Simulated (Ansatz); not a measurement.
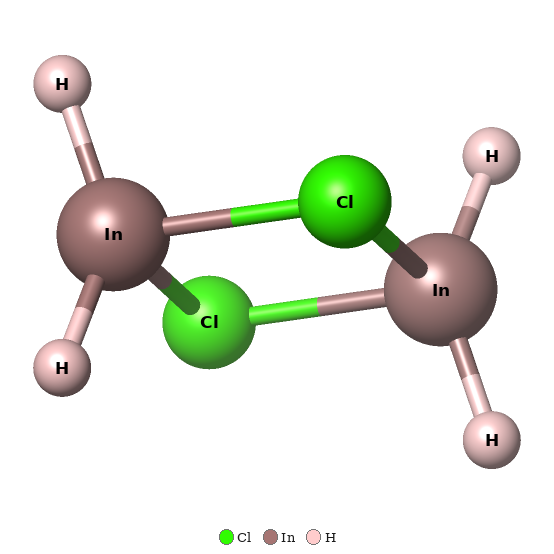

The geometry was computed by an optimisation with PBE0-D4/def2-TZVP. Program: Ansatz 0.2.0.

Compare HOMO–LUMO gap (eV), HOMO energy (eV) at these levels: B97M-V/def2-TZVPP; BHLYP-D4/def2-TZVPP; CAM-B3LYP-D4/def2-TZVPP; PBE0-D4/def2-SVP; PBE0-D4/def2-TZVPP; r2SCAN0-D4/def2-TZVPP; ωB97M-V/def2-SVP; ωB97X-V/def2-TZVPP.

```tsv
level	HOMO–LUMO gap (eV)	HOMO energy (eV)
B97M-V/def2-TZVPP	5.67	−7.51
BHLYP-D4/def2-TZVPP	8.90	−9.47
CAM-B3LYP-D4/def2-TZVPP	9.21	−9.65
PBE0-D4/def2-SVP	7.12	−8.23
PBE0-D4/def2-TZVPP	7.09	−8.32
r2SCAN0-D4/def2-TZVPP	7.51	−8.53
ωB97M-V/def2-SVP	10.77	−10.34
ωB97X-V/def2-TZVPP	11.17	−10.67
```
